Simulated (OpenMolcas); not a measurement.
**How methods differ on AlNH4O2 (SMILES [NH2][Al]([OH])[OH])**

The species is AlNH4O2 (8 atoms), meant as a singlet with charge 0. As SMILES, `[NH2][Al]([OH])[OH]`. Geometry: relaxed at PBE0-D4/def2-TZVP. This is one conformer, not always the lowest.

```jsonl
{"atom": "N", "x (Å)": "-0.4534", "y (Å)": "1.3709", "z (Å)": "0.1590"}
{"atom": "Al", "x (Å)": "0.0219", "y (Å)": "-0.3143", "z (Å)": "-0.0152"}
{"atom": "O", "x (Å)": "1.5694", "y (Å)": "-0.8061", "z (Å)": "-0.5009"}
{"atom": "O", "x (Å)": "-1.1401", "y (Å)": "-1.4961", "z (Å)": "0.3242"}
{"atom": "H", "x (Å)": "0.1328", "y (Å)": "2.1700", "z (Å)": "-0.0090"}
{"atom": "H", "x (Å)": "-1.3726", "y (Å)": "1.6620", "z (Å)": "0.4477"}
{"atom": "H", "x (Å)": "2.2870", "y (Å)": "-0.2138", "z (Å)": "-0.7127"}
{"atom": "H", "x (Å)": "-0.9528", "y (Å)": "-2.4298", "z (Å)": "0.2512"}
```

Each level gives the energy change with the Al2–O3 bond stretched from 1.695 to 2.203 Å (eV). The values are calculated.

```
                        level                 kind     program  value (eV)  CPU time (all runs)
 SVWN5/6-311+G** (restricted)                  LDA  OpenMolcas        1.54                 58 s
  BLYP/6-311+G** (restricted)                  GGA  OpenMolcas        1.28                 76 s
   PBE/6-311+G** (restricted)                  GGA  OpenMolcas        1.33                 77 s
revPBE/6-311+G** (restricted)                  GGA  OpenMolcas        1.25                 81 s
 B3LYP/6-311+G** (restricted)        global hybrid  OpenMolcas        1.48                 77 s
M06-2X/6-311+G** (restricted)      hybrid meta-GGA  OpenMolcas        1.67                 88 s
  PBE0/6-311+G** (restricted)        global hybrid  OpenMolcas        1.55                 75 s
   MP2/6-311+G** (restricted)  perturbation theory  OpenMolcas        1.52                 33 s
```

The first shape isn't each level's own minimum. The values span 1.25 to 1.67 eV. CPU times are rough (shared hosts, several kinds of processor): they show what a rung costs within a factor of a few.

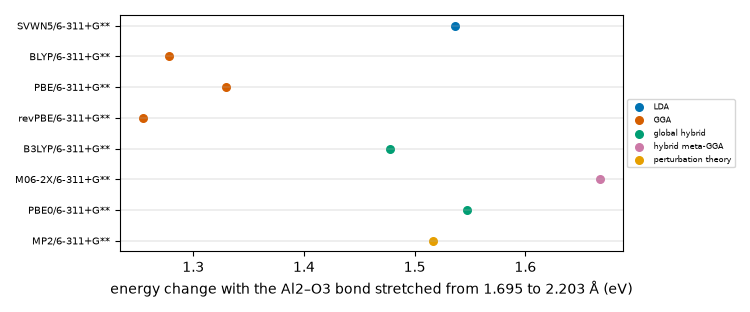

The values of the table, level by level.
